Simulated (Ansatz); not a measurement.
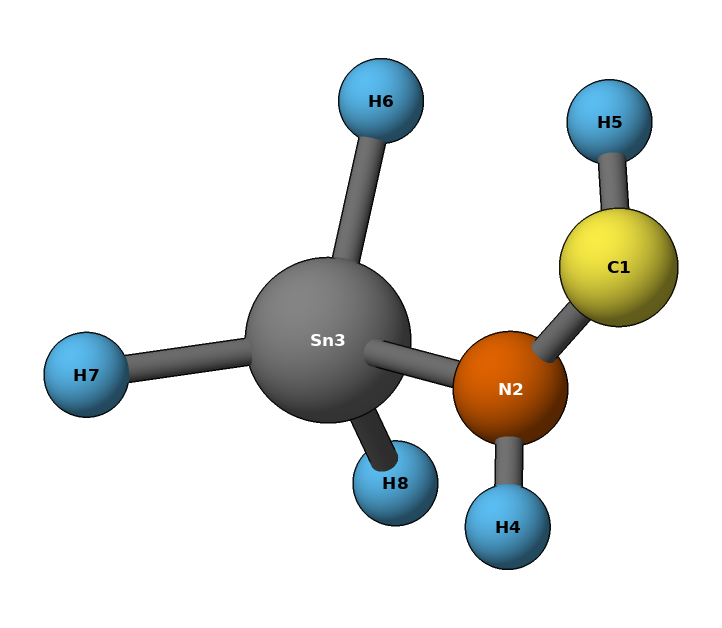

The questions are on Mulliken charges. The computed structure is the end point of a PBE-D4/def2-SVP optimisation. No frequency run is at hand to confirm it as a minimum. Level of theory: RKS PBE-D4/def2-SVP, core potentials on Sn (Ansatz 0.2.0).

Which atom carries the highest charge (most positive or least negative)?

Answer. Sn3 (0.36 e).

And the lowest?

Answer. N2 (−0.23 e).

Give the Mulliken charges atom by atom.

```
atom  value (e)
  C1      −0.16
  N2      −0.23
 Sn3       0.36
  H4       0.17
  H5       0.03
  H6      −0.06
  H7      −0.06
  H8      −0.06
```

Mulliken values depend strongly on the basis set and can even reverse the polarity of a bond.
